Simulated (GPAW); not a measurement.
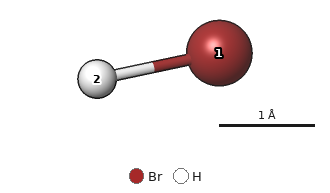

Fig. 1: The structure as given in the input (ball-and-stick view, seen at a tilt; atoms are numbered from 1 in the order of the input). Bond lengths as drawn: Br–H 1.40 Å.

# Run report: HBr, property calculation

- system: HBr, SMILES Br
- method: BEEF-vdW/plane waves, scalar-relativistic datasets (GPAW 26.7.0)

The geometry comes from this level: GFN2-xTB.

**The program's output**
```
__  _  _
 | _ |_)|_||  |
 |__||  | ||/\| - 26.7.0

units:  Angstrom and eV
cores:  1
OpenMP: False

Versions:
  Python: 3.12.14
  ASE:    3.29.0
  Numpy:  2.5.5
  Scipy:  1.18.1
  Libxc:  7.0.0

        _gpaw.cpython-312-aarch64-linux-gnu.so

Input parameters:
  mode=PW(ecut=400.0),
  maxiter=120,
  xc=XC(name='BEEF-vdW')

Diagonalizing LCAO Hamiltonian
Converting LCAO to pw mode
       .--------------------------.
      /|                          |
     / |                          |
    /  |                          |
   /   |                          |
  /    |                          |
 *     |                          |
 |     |                          |
 |     |                          |
 |     |           H              |
 |     |        Br                |
 |     |                          |
 |     |                          |
 |     .--------------------------.
 |    /                          /
 |   /                          /
 |  /                          /
 | /                          /
 |/                          /
 *--------------------------*

Atoms  # Å, Bohr magnetons
|   | symbol |        x |        y |        z |    initial magnetic moments |
|---|--------|----------|----------|----------|-----------------------------|
| 0 |     Br | 5.000000 | 5.430000 | 5.000000 | ( 0.0000,  0.0000,  0.0000) |
| 1 |      H | 6.189800 | 5.000000 | 5.601600 | ( 0.0000,  0.0000,  0.0000) |

Unit cell  # Å
| periodic |         x |         y |         z |   lengths |    angles |
|----------|-----------|-----------|-----------|-----------|-----------|
|       no | 11.189800 |  0.000000 |  0.000000 | 11.189800 | 90.000000 |
|       no |  0.000000 | 10.430000 |  0.000000 | 10.430000 | 90.000000 |
|       no |  0.000000 |  0.000000 | 10.601600 | 10.601600 | 90.000000 |

Number of symmetries: 1
Symmetry operations  # r_c * U_cc + t_c -> r_c
|   | kind |            matrix            |
|---|------|------------------------------|
| 0 |  E   |  1, 0, 0,  0, 1, 0,  0, 0, 1 |

BZ-sampling:
  Number of BZ points: 1
  Number of IBZ points: 1

  Monkhorst-Pack size: [1, 1, 1]
  Monkhorst-Pack shift: [0, 0, 0]

K-points  # in reciprocal-cell coordinates
|   |                                coordinates |     weight |
|---|--------------------------------------------|------------|
| 0 | (  0.00000000,   0.00000000,   0.00000000) | 1.00000000 |

Plane wave coefficients: 11219
Cutoff: 400.0 eV

Spin-components: 1 (collinear spins)
Bands:           5
Projectors:      8
Spin-degeneracy: 2
Datatype:        float64

  Storage: CPU
  Wave functions: 897_520 bytes (897_520 per core)
  Projectors: 3_410_576 bytes (3_410_576 per core)

Parallelization:
  kpt:    1
  domain: 1
  band:   1

Density:
  Valence electrons: 8.0
  Components: 1
  Grid points: [54 49 49]
  Charge: 0.0  # |e|

Potential:
  Grid points: [54 49 49]

species:
  Br:
    name:    Bromine
    Z:       35.0
    valence: 7
    core:    28
    charge:  0.0  # [|e|]
    file:    Br.PBE.gz
    compensation charges:
      type: gauss
      rc: 0.35  # [Å]
      lmax: 2
    cutoffs:
      filter: 1.98  # [Å]
      core: 2.38  # [Å]
    projectors
    | kind |    occ | energy [eV] | rcut [Å] |
    |------|--------|-------------|----------|
    |   4s |  2.000 |     -20.121 |    1.111 |
    |   4p |  5.000 |      -7.861 |    1.111 |
    |    s |        |       7.091 |    1.111 |
    |    p |        |      19.351 |    1.111 |
    |    d |        |       0.000 |    1.111 |

    Using partial waves for Br as LCAO basis

  H:
    name:    Hydrogen
    Z:       1.0
    valence: 1
    core:    0
    charge:  0.0  # [|e|]
    file:    H.PBE.gz
    compensation charges:
      type: gauss
      rc: 0.15  # [Å]
      lmax: 2
    cutoffs:
      filter: 0.85  # [Å]
      core: 0.53  # [Å]
    projectors
    | kind |    occ | energy [eV] | rcut [Å] |
    |------|--------|-------------|----------|
    |   1s |  1.000 |      -6.494 |    0.476 |
    |    s |        |      20.717 |    0.476 |
    |    p |        |       0.000 |    0.476 |

    Using partial waves for H as LCAO basis

Reference energy: -70914.737891  # eV

eigensolver:
  PPCG
  Converge bands: occupied
  niter=2

density mixing:
  MSR1-Mixer
  Pratt-step length: 0.05
  Maximum mixing coefficient: 0.75
  Old densities: 10
  SVD Regularization: 0.005
  Good broyden scale: 1.0
  Trust region scale: 1.0
  Backstep threshold: 4.0
  History deletion threshold: 6.0
  Fourier metric: weight=20.0, sigma=0.015

occupation numbers:
  # Zero width

poisson solver:
  ecut: 3200.0  # eV

xc functional:
  name: BEEF-vdW with 2 nearest neighbor stencil

Initialization done in: 4.739 s

convergence criteria:
- Maximum [total energy] change in last 3 cyles: 0.0005 eV / valence electron
- Maximum integral of absolute [dens]ity change: 0.0001 electrons / valence electron
- Maximum integral of absolute [eigenst]ate change: 4e-08 eV^2 / valence electron
maximum number of iterations: 120

SCF iterations
|iter     |     time |      energy | eigst |  dens |
|---------|----------|-------------|-------|-------|
|iter:   1| 00:00:05 | -100.111324 | +0.06 |       |
|iter:   2| 00:00:08 | -100.098964 | -1.93 | -0.97 |
|iter:   3| 00:00:11 |  -99.987698 | -1.83 | -1.00 |
|iter:   4| 00:00:14 |  -99.981242 | -2.57 | -1.49 |
|iter:   5| 00:00:17 |  -99.981328 | -3.58 | -2.07 |
|iter:   6| 00:00:20 |  -99.981584c| -4.86 | -2.48 |
|iter:   7| 00:00:23 |  -99.981628c| -5.72 | -2.93 |
|iter:   8| 00:00:26 |  -99.981628c| -7.21 | -3.98 |
|iter:   9| 00:00:29 |  -99.981628c| -8.50c| -4.41c|

Converged in 9 steps
SCF loop duration: 24.782 s (2.754 s/step)
Energy contributions relative to reference atoms: (reference = -70914.737891)

Energy contributions:
  Kinetic:          13.534487
  Coulomb:         -13.788570
  Zero:             -0.087451
  External:          0.000000
  Xc:              -99.640093
  Entropy:           0.000000
  Spinorbit:         0.000000
  ----------------------------
  Free energy:     -99.981628
  Extrapolated:    -99.981628

dipole moment: (0.130308, -0.047251, 0.066043)  # |e|*Ang

Fermi level: -4.533
Eigenvalues  # (at kpt = [0.000, 0.000, 0.000])
| band index |      eig [eV] | occ [0-2] |
|------------|---------------|-----------|
|          0 |       -20.646 |     2.000 |
|          1 |       -11.272 |     2.000 |
|          2 |        -7.481 |     2.000 |
|          3 |        -7.481 |     2.000 |
|          4 |        -1.585 |     0.000 |

Gap: 5.896 eV
Transition (v -> c):
  (s=0, k=0, n=3, [0.00, 0.00, 0.00]) -> (s=0, k=0, n=4, [0.00, 0.00, 0.00])
No difference between direct/indirect transitions
vacuum-level: 0.206  # V
Energy                  -99.98163 eV

Forces  # eV/Ang
|        x |        y |        z |
|----------|----------|----------|
| -0.69848 |  0.25329 | -0.35427 |  # Br   0
|  0.69834 | -0.25298 |  0.35429 |  # H    1

Force computation time: 0.128  # s
Forces (eV/Ang)
Br   -0.6985    0.2533   -0.3543
H     0.6983   -0.2530    0.3543
Dipole                  0.737 D
HOMO                    -7.481 eV
LUMO                    -1.585 eV
Gap                     5.896 eV
beefvdw ensemble started
beefvdw ensemble finished
Ensemble spread         157.243 eV
```

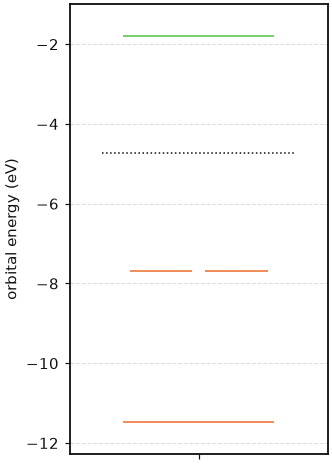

Fig. 2: Orbital energies near the frontier; the dotted line parts filled from empty levels, and levels within 0.02 eV of each other stand side by side. Highest filled −7.69 eV, lowest empty −1.79 eV, 5.90 eV apart.

The run was set up as follows.

**Input (gs_sp.py)**
```python
import numpy as np
from ase.dft.bee import BEEFEnsemble
from ase.io import read
from ase.units import Debye
from gpaw import GPAW, PW

system = read("gs.sdf")
system.center(vacuum=5.0)

calc = GPAW(mode=PW(400), xc="BEEF-vdW", maxiter=120, txt="-")
system.calc = calc

energy = system.get_potential_energy()
print(f"Energy                  {energy:.5f} eV")
forces = system.get_forces()
print("Forces (eV/Ang)")
for symbol, f in zip(system.symbols, forces):
    print(f'{symbol:2} {f[0]:9.4f} {f[1]:9.4f} {f[2]:9.4f}')
dipole = system.get_dipole_moment() / Debye
print(f"Dipole                  {np.linalg.norm(dipole):.3f} D")
homo, lumo = calc.get_homo_lumo()
print(f"HOMO                    {homo:.3f} eV")
print(f"LUMO                    {lumo:.3f} eV")
print(f"Gap                     {lumo - homo:.3f} eV")

ensemble = BEEFEnsemble(system).get_ensemble_energies(2000)
spread = ensemble.std()
print(f"Ensemble spread         {spread:.3f} eV")
```

**File gs.sdf**
```

     RDKit          3D

  2  1  0  0  0  0  0  0  0  0999 V2000
   -0.5949    0.2150   -0.3008 Br  0  0  0  0  0  0  0  0  0  0  0  0
    0.5949   -0.2150    0.3008 H   0  0  0  0  0  0  0  0  0  0  0  0
  2  1  1  0
M  END
$$$$
```

Launch command:
```bash
python gs_sp.py > gs_sp.log
```

**Results in brief**

- outcome: converged
- energy relative to the program's reference atoms: −99.9816 eV
- largest force: 0.823 eV/Å
- HOMO: −7.69 eV
- LUMO: −1.79 eV
- dipole moment: 0.74 D
- hardware: 1 thread of Arm Neoverse V2, 24 GiB of memory available, shared host
- wall time: 39 s
- peak memory: 0.95 GiB
